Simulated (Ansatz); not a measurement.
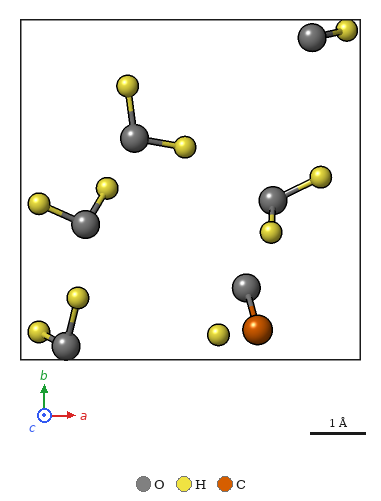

Starting frame of a dynamics run of a periodic cell with 4 H2O + 1 HCOOH at 0.824 g/cm³. A ball-and-stick model of the simulation cell, seen along the c axis.

Method: DFT PBE, scalar-relativistic, plane waves, PAW in Ansatz.

Input
```yaml
crystal:
  lattice:
    - [6.196286, 0.0, 0.0]
    - [0.0, 6.196286, 0.0]
    - [0.0, 0.0, 6.196286]
  atoms:
    - { symbol: O, position: [0.19148337, 0.39781482, 0.87075384] }
    - { symbol: H, position: [0.2548118, 0.50433346, 0.76566183] }
    - { symbol: H, position: [0.05419367, 0.45884247, 0.91508008] }
    - { symbol: O, position: [0.74271974, 0.46812155, 0.43913141] }
    - { symbol: H, position: [0.73718331, 0.37465951, 0.56724568] }
    - { symbol: H, position: [0.88328161, 0.53711747, 0.44339499] }
    - { symbol: O, position: [0.13386827, 0.03945576, 0.65427586] }
    - { symbol: H, position: [0.16866888, 0.18165165, 0.7300232] }
    - { symbol: H, position: [0.05392304, 0.08166269, 0.52563677] }
    - { symbol: O, position: [0.33535216, 0.65136703, 0.55693123] }
    - { symbol: H, position: [0.4838691, 0.62529623, 0.50809999] }
    - { symbol: H, position: [0.31508085, 0.80525278, 0.58411258] }
    - { symbol: O, position: [0.85795153, -0.05244447, 0.96782421] }
    - { symbol: C, position: [0.69743931, 0.08767173, 0.95291159] }
    - { symbol: O, position: [0.66421825, 0.21119232, 0.80258336] }
    - { symbol: H, position: [0.95949382, -0.03082187, 0.83903759] }
    - { symbol: H, position: [0.58227589, 0.07316206, 1.09023887] }
basis:
  ecutwfc: 420.0
kpoints:
  mp_grid: { grid: [1, 1, 1] }
hamiltonian:
  xc: pbe
scf:
  occupations: { method: fermi_dirac, width: 0.05 }
  lower_state_search: "off"
md:
  timestep: 0.5
  n_steps: 300
  ensemble: nvt_langevin
  temperature: 300.0
  initial_velocities: maxwell_boltzmann
  seed: 282499
  friction: 0.02
```

Command:
```bash
ansatz run input.yaml --threads 1 --pin off --max-ram 3072MiB --backend cpu --events-out ev --progress --plain --runs-dir out
```

Q: What does the trajectory do?

A: The mean temperature in the second half is 319 K (standard deviation 57 K). The potential energy is still drifting at the end, so the run hasn't reached equilibrium. The potential energy in the second half lies on average 34.3 meV per atom above the first frame. Root-mean-square distances from the starting positions over the second half, with the common drift of all atoms taken out: H 0.27 Å, O 0.17 Å, C 0.13 Å. The heavy atoms stay within a fraction of a molecule's size of their starting places; so short a run doesn't tell a liquid from a solid.

Along the run (each row but the first and the last is the mean over the interval that it begins):

```csv
time (fs),potential energy (meV/atom),T (K)
0.0,0.0,282
15.0,17.6,198
30.0,21.2,171
45.0,22.4,213
60.0,24.8,288
75.0,34.5,267
90.0,42.0,270
105.0,32.3,316
120.0,30.2,361
135.0,32.9,379
150.0,22.6,453
```

The paths of the atoms, magnified 2 times:

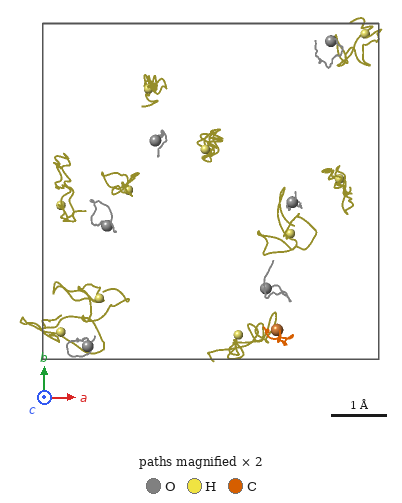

Limits of the set-up: the periodic images lie only 6.2 Å apart, so the values are limited by the cell's size.
